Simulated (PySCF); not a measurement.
# Si₂H₂: relaxation and vibrations of the triplet

Aim: relax Si₂H₂ as a triplet from a trans-bent X-M-M-X start, check by its vibrations whether the end is a minimum, and collect its spectrum and constants.

The runs use PySCF 2.14.0; PBE0, basis Si def2-TZVP, H def2-TZVP, no relativity, density fitting.

## (1) Where the work starts

4 atoms, charge 0, spin multiplicity 3.

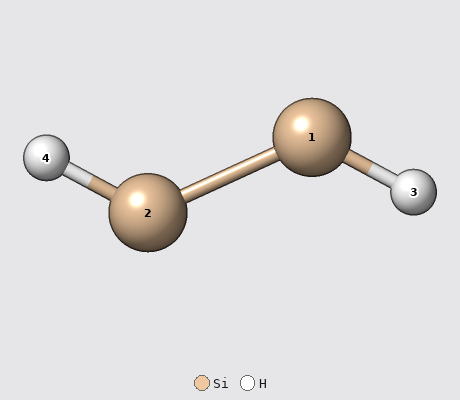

As it starts; silicon light orange, hydrogen white; atoms are numbered from 1 in the order of the file.

Coordinates in bohr (charge 0 multiplicity 3):
```
Si    0.0000    0.0000    2.1921
Si    0.0000    0.0000   -2.1921
H     2.2374    0.0000    3.8702
H    -2.2374    0.0000   -3.8702
```

## (2) The SCF at the typed geometry

The steps below are one call of a driver around PySCF. For each, scf.py gives the equivalent set-up of the SCF; relaxations use the driver's own optimiser. After this first run the driver tries any further starts and a stability analysis.

scf.py reads:

```python
from pyscf import gto, scf, dft
mol = gto.M(atom='''
Si     0.000000     0.000000     1.160000
Si     0.000000     0.000000    -1.160000
H      1.184000     0.000000     2.048000
H     -1.184000     0.000000    -2.048000''',
    basis={'Si': 'def2-TZVP', 'H': 'def2-TZVP'},
    charge=0, spin=2)
mf = dft.UKS(mol, xc='PBE0')
mf.grids.atom_grid = (50, 194)
aux = {'Si': 'def2-universal-JKFIT', 'H': 'def2-universal-JKFIT'}
mf = mf.density_fit(auxbasis=aux)
mf.conv_tol = 1e-08
mf.diis_space = 10
mf.max_cycle = 60
mf.init_guess = 'minao'
mf.verbose = 4
mf.kernel()
```

Run with:

```
$ OMP_NUM_THREADS=4 python axn.py task.json out
```

What it wrote:

```text
init E= -579.703371677818
[... the frontier-level lines of each cycle are left out ...]
cycle= 1 E= -579.801526122621  delta_E= -0.0982  |g|= 0.106  |ddm|= 1.17
cycle= 2 E= -579.806535624227  delta_E= -0.00501  |g|= 0.053  |ddm|= 0.161
cycle= 3 E= -579.807582134123  delta_E= -0.00105  |g|= 0.0117  |ddm|= 0.0601
cycle= 4 E= -579.807730713969  delta_E= -0.000149  |g|= 0.00501  |ddm|= 0.0249
cycle= 5 E= -579.807761697787  delta_E= -3.1e-05  |g|= 0.00107  |ddm|= 0.00882
cycle= 6 E= -579.807764312622  delta_E= -2.61e-06  |g|= 0.000212  |ddm|= 0.00351
cycle= 7 E= -579.807764416981  delta_E= -1.04e-07  |g|= 5.1e-05  |ddm|= 0.000764
cycle= 8 E= -579.807764424045  delta_E= -7.06e-09  |g|= 1.48e-05  |ddm|= 0.000216
Extra cycle  E= -579.807764424505  delta_E= -4.6e-10  |g|= 6.61e-06  |ddm|= 3.97e-05
converged SCF energy = -579.807764424505  <S^2> = 2.0141809  2S+1 = 3.0094391
```

This step, with its further starts and checks, needed 5.1 s of wall time on 4 threads of Arm Neoverse V2, shared host.

Energies from each starting density:

```tsv
start	energy (Eh)
the minimal-basis guess	-579.807764
a thermally smeared density	-579.807764
a smeared PBE density	-579.807764
```

No lower solution of this spin turned up from the other starts or in the test of internal stability.

## (3) Relaxation: trans-bent X-M-M-X start, triplet

The program finds C2h symmetry in the start, which this walk keeps. Threshold on the gradient: 0.0003 Eh/bohr, with a further test on the energy change.

Changes to scf.py since step 2:

```diff
@@ -3 +3 @@
-Si     0.000000     0.000000     1.160000
+Si    -0.000000     0.000000     1.160000
@@ -16 +15,0 @@
-mf.init_guess = 'minao'
```

Energy and gradient, step by step:

```tsv
step	energy (Eh)	change (kJ/mol)	largest symmetric gradient (Eh/bohr)
0	-579.807764	0.00	0.04060
1	-579.826482	-49.14	0.00802
2	-579.829111	-56.05	0.00436
3	-579.829463	-56.97	0.00156
4	-579.829481	-57.02	0.00054
5	-579.829482	-57.02	0.00012
```

The walk took 4.5 s.

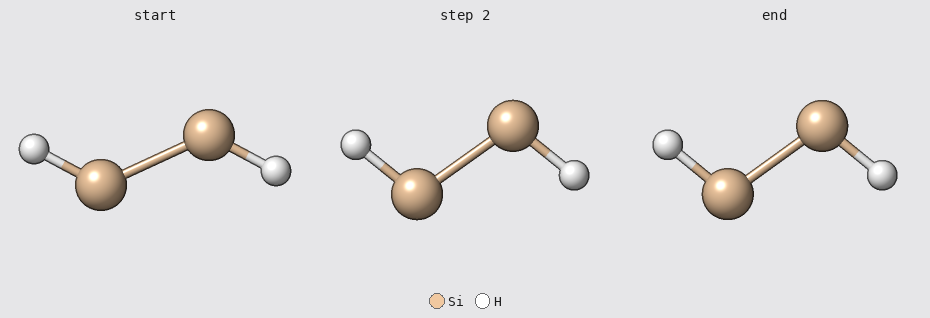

Start and end of the relaxation, with a step between.

End point (C2h, 5 steps, 57.0 kJ/mol gained): Si–H 1.514 Å (×2), Si–Si 2.272 Å; H–Si–Si 104.6° (×2).

## (4) Frequencies

On the finer grid the gradient is checked again; gradients at displacements of ±0.02 bohr then give force constants and infrared intensities.

Changes to scf.py since step 3:

```diff
@@ -3,4 +3,4 @@
-Si    -0.000000     0.000000     1.160000
-Si     0.000000     0.000000    -1.160000
-H      1.184000     0.000000     2.048000
-H     -1.184000     0.000000    -2.048000''',
+Si    -0.217687     0.000000     1.115423
+Si     0.217687     0.000000    -1.115423
+H      1.146915     0.000000     1.770933
+H     -1.146915     0.000000    -1.770933''',
@@ -10 +10 @@
-mf.grids.atom_grid = (50, 194)
+mf.grids.atom_grid = (75, 302)
@@ -13 +13 @@
-mf.conv_tol = 1e-08
+mf.conv_tol = 1e-10
```

This SCF starts from the last density.

SCF at the final geometry:

```text
init E= -579.829475256331
[... the frontier-level lines of each cycle are left out ...]
cycle= 1 E= -579.829475256328  delta_E= 2.96e-12  |g|= 2.72e-06  |ddm|= 6.32e-06
Extra cycle  E= -579.829475256316  delta_E= 1.18e-11  |g|= 4.73e-06  |ddm|= 1.05e-05
converged SCF energy = -579.829475256316  <S^2> = 2.0139612  2S+1 = 3.0092931
```

The whole step took 24 s.

Geometry: C2h; Si–H 1.514 Å (×2), Si–Si 2.273 Å; H–Si–Si 104.6° (×2).

Modes, for the most abundant isotopes:

```
symmetry  ω (cm⁻¹)  IR (km/mol)
      bu       305         26.3
      au       449         10.2
      ag       461          0.0
      ag       728          0.0
      ag      2087          0.0
      bu      2092          287
```

All wavenumbers are real: a minimum.

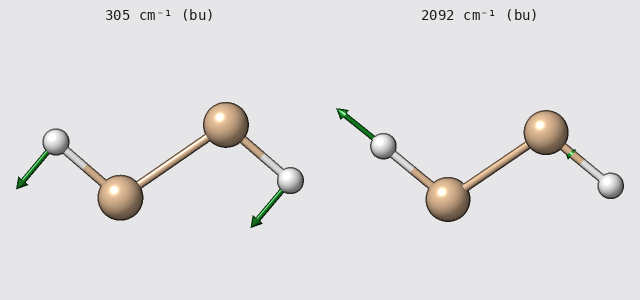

Displacements of 2 of the modes, as arrows (one member where a mode is degenerate).

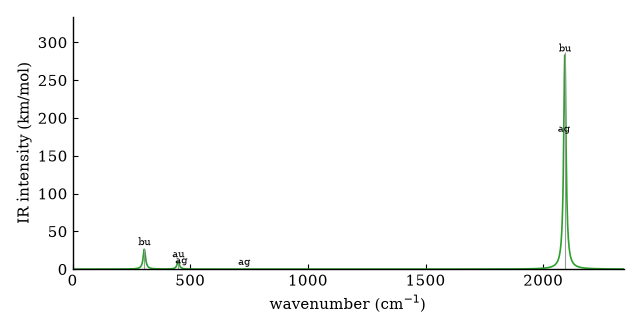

The harmonic infrared spectrum (widths in cm⁻¹). Lines are broadened to a width of 12 cm⁻¹ (Lorentzian).

Constants and moments:

```yaml
Dipole_moment: 0.00 D
Highest_occupied_level: -6.15 eV
Lowest_empty_level: -3.65 eV
Rotational_constants: 4.163, 0.2184, 0.2075 cm⁻¹
Zero-point_energy: 36.6 kJ/mol
Principal_polarisabilities: 43.1, 58.8, 111.6 bohr³
Atomisation_energy_without_zero-point_energy: 862 kJ/mol
Principal_traceless_quadrupole_moments_about_the_centre_of_mass: -3.58, 0.88, 2.70 D Å
Entropy_at_298.15_K_and_1_bar_electronic_part_spin_only: 267.1 J/(mol K)
Heat_capacity_Cp_at_298.15_K: 54.8 J/(mol K)
Enthalpy_at_298.15_K_above_0_K: 12.64 kJ/mol
Rotational_symmetry_number: 2
Spin_squared_⟨S²⟩: 2.014
```

Populations by atom (charges in e):

```csv
atom,Mulliken,Löwdin,polar tensor,spin (Mulliken),Mayer order to Si1
Si1,0.00,0.04,0.11,0.99,–
Si2,0.00,0.04,0.11,0.99,1.63
H3,0.00,-0.04,-0.11,0.01,0.92
H4,0.00,-0.04,-0.11,0.01,0.03
```

Outer orbital energies (eV). α occupied: -100.10, -100.09, -15.57, -12.92, -8.93, -8.23, -6.64, -6.15; empty: -2.55, 0.55, 0.89, 1.13. β occupied: -100.06, -100.05, -100.01, -100.00, -14.57, -12.21, -8.56, -7.12; empty: -3.65, -3.18, -1.12, 1.28.

Mulliken populations on Si1: s 5.69, p 8.18, d 0.13, f 0.01.

## (5) Outcome

```
                                          quantity                                                         value
                                           minimum                                                  triplet, C2h
                                          geometry         Si–H 1.514 Å (×2), Si–Si 2.273 Å; H–Si–Si 104.6° (×2)
                                wavenumbers (cm⁻¹)  305 (bu), 449 (au), 461 (ag), 728 (ag), 2087 (ag), 2092 (bu)
                                     dipole moment                                                        0.00 D
highest occupied, lowest empty level (either spin)                                               -6.15, -3.65 eV
                        polar-tensor charge of Si1                                                       +0.11 e
                                 zero-point energy                                                   36.6 kJ/mol
                               entropy at 298.15 K                                               267.1 J/(mol K)
         atomisation energy (no zero-point energy)                                                    862 kJ/mol
                                              ⟨S²⟩                                                         2.014
```

What this shows: The molecule stays C2h, as typed, and the end point is a minimum. The strongest infrared band lies at 2092 cm⁻¹ (bu). Other starts or spin states, not run here, may lie lower.

The search up to here took 34 s.
